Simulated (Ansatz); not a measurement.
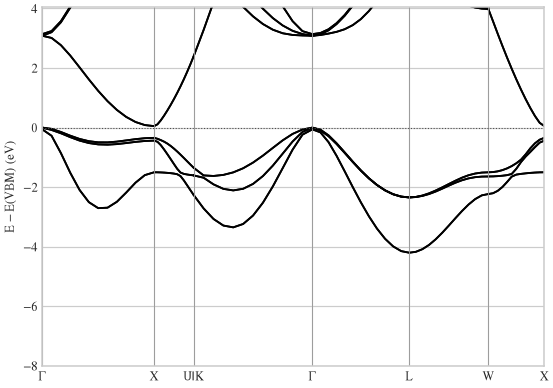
Band structure from plane-wave PAW PBEsol with spin–orbit coupling (Ansatz code)

**Question.** Read off the gap and where the band edges lie.

**Answer.** About 0.1 eV (0.05 eV by a search for the band edges); maximum at Γ, minimum at X.

The material is YN (rock salt, space group No. 225).

Space group Fm-3m (rock salt). Symmetry was held in the PBEsol relaxation. The run is not spin-polarised.

Potentials: the later of the program's two PAW sets.
